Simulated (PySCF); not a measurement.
## Electronic structure of C5H9BF3P in real space

Input

```
{"job": {"kind": "nmr", "xc": "PBE0", "basis": "pcSseg-1"}, "charge": 0, "multiplicity": 1}
C     -3.102470     0.502592    -0.966817
C     -1.862609     0.688791    -0.553478
C     -0.899631    -0.411678    -0.264015
C      0.432297    -0.333153    -1.049244
P      1.384886    -0.873375     0.440294
B      3.074451     0.470829     0.856060
F      3.831936     0.375732    -0.243543
F      2.324916     1.589695     0.936399
F      3.639190     0.072309     1.997382
C     -0.251375    -0.366161     1.140811
H     -3.765352     1.325357    -1.170036
H     -3.506965    -0.484615    -1.120163
H     -1.474564     1.687948    -0.406285
H     -1.381805    -1.378555    -0.427808
H      0.511470    -0.946059    -1.944349
H      0.693082     0.698027    -1.294620
H      1.215004    -2.260263     0.357944
H     -0.692764    -1.003615     1.903827
H     -0.179500     0.655444     1.518059
```

Run with:

```sh
OMP_NUM_THREADS=1 python probes_run.py task.json out
```

Geometry: GFN2-xTB.

Level of theory: PySCF 2.14.0, PBE0/pcSseg-1, SCF density, gas phase, non-relativistic.

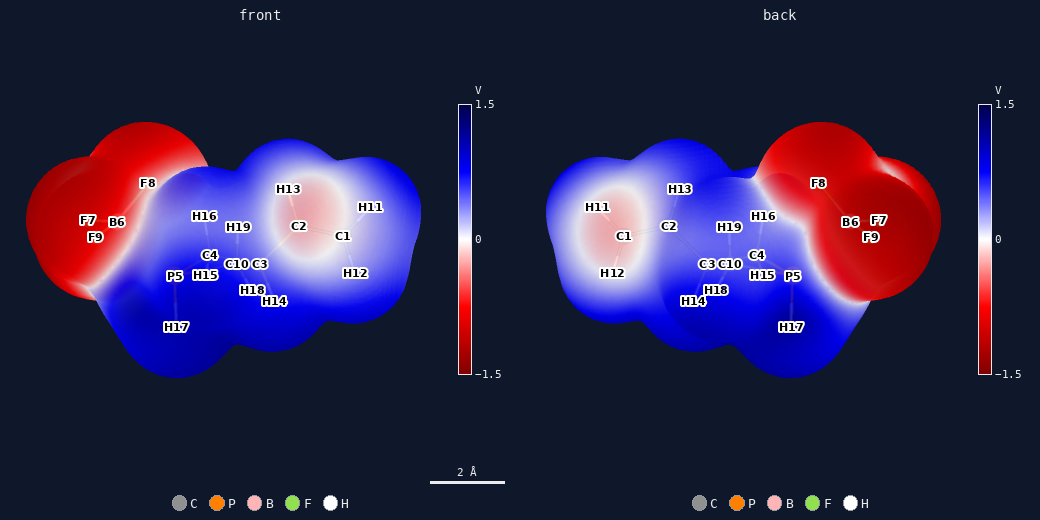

Figure 1. The electrostatic potential painted on the density surface at 0.001 e/bohr³, seen from the front and from behind; the colour scale runs from red (negative) to blue (positive).

> Describe the electrostatic potential map.

The most negative region (about −1.3 V, or −30 kcal/mol for a unit charge) lies over F7 and F9, the most positive (about +1.1 V, or +25 kcal/mol for a unit charge) over the C, H and P atoms.

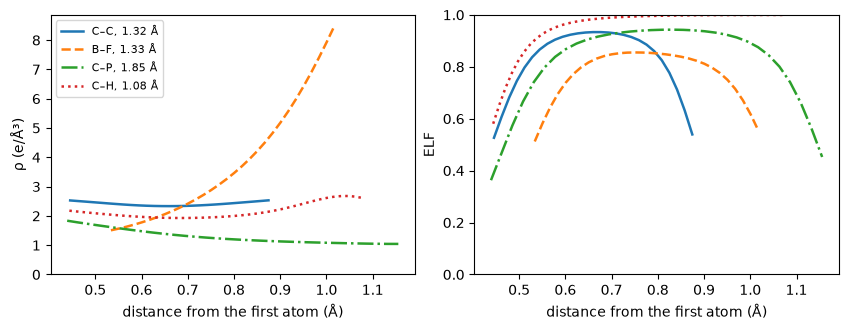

Figure 2. Electron density and ELF along straight lines between neighbouring atoms. The curves leave out the atomic cores.

> Compare the contacts.

C–C (1.32 Å): ρ at the midpoint is about 2.3 e/Å³; the ELF peaks at about 0.95 between the atoms (a multiple bond).
B–F (1.33 Å): ρ at the midpoint is about 2.2 e/Å³; the ELF peaks at about 0.85 between the atoms (a polar covalent bond).
C–P (1.85 Å): ρ is about 1.1 e/Å³ halfway; the ELF peaks at about 0.95 between the atoms: a shared electron pair.
C–H (1.08 Å): the density is about 2 e/Å³ at the midpoint; the ELF climbs to about 1 towards the hydrogen, as it does in any bond to H; a covalent bond by its length.
